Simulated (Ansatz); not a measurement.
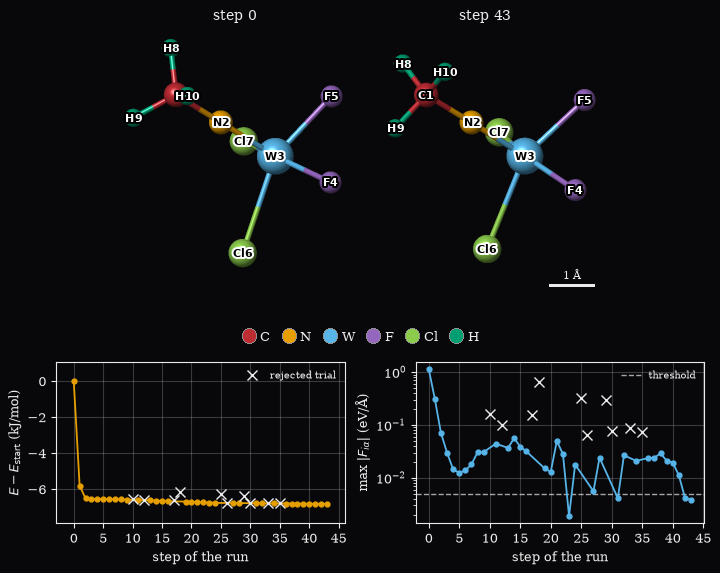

First and last geometry of a relaxation of CH₃Cl₂F₂NW, with the history of the run. A ball-and-stick model, seen from a free direction.

The start comes from PBE-D4/def2-SVP.

Method: RKS PBE0-D4/def2-TZVP (Ansatz).

Input file:
```yaml
crystal:
  periodic: [false, false, false]
  atoms:
    - {symbol: C, position_ang: [0.501322, -1.728680, -0.038003]}
    - {symbol: N, position_ang: [0.092964, -0.372767, -0.039510]}
    - {symbol: W, position_ang: [-0.415412, 1.274394, -0.035026]}
    - {symbol: F, position_ang: [-2.299833, 1.193329, -0.194606]}
    - {symbol: F, position_ang: [-0.481403, 1.766546, -1.862406]}
    - {symbol: Cl, position_ang: [-0.756740, 1.687675, 2.224689]}
    - {symbol: Cl, position_ang: [1.602421, 2.423318, 0.059329]}
    - {symbol: H, position_ang: [1.206014, -1.920659, -0.875602]}
    - {symbol: H, position_ang: [1.011412, -1.975818, 0.918255]}
    - {symbol: H, position_ang: [-0.377644, -2.398537, -0.154221]}
basis:
  gaussian: {orbitals: def2-TZVP}
hamiltonian: {xc: pbe0, dispersion: d4}
relax: {f_tol: 0.005, max_steps: 150}
```

Command:
```bash
ansatz run in.yaml --threads 4 --pin off --events-out ev --progress --plain --max-ram 11315MiB
```

Question: What do the curves and the structures tell?

Answer: It converged. H8 moves most after the best rigid fit: 0.63 Å. By element the largest moves are H 0.63 Å, Cl 0.24 Å, F 0.21 Å, W 0.02 Å, N 0.02 Å, C 0.01 Å. Among the contacts that change: W3–Cl6 2.322 → 2.297 Å, N2–W3 1.724 → 1.700 Å, W3–F4 1.893 → 1.870 Å, C1–H10 1.111 → 1.093 Å. Over 33 accepted moves (43 points after the start) the energy falls by 6.80 kJ/mol. Largest force component: 1.1 eV/Å at the start, 0.0039 eV/Å at the end. The line search rejected the trial steps at points 10, 12, 17, 18, 25, 26, 29, 30 and more of the run. The forces were under the threshold at step 23, but the run went on from there.
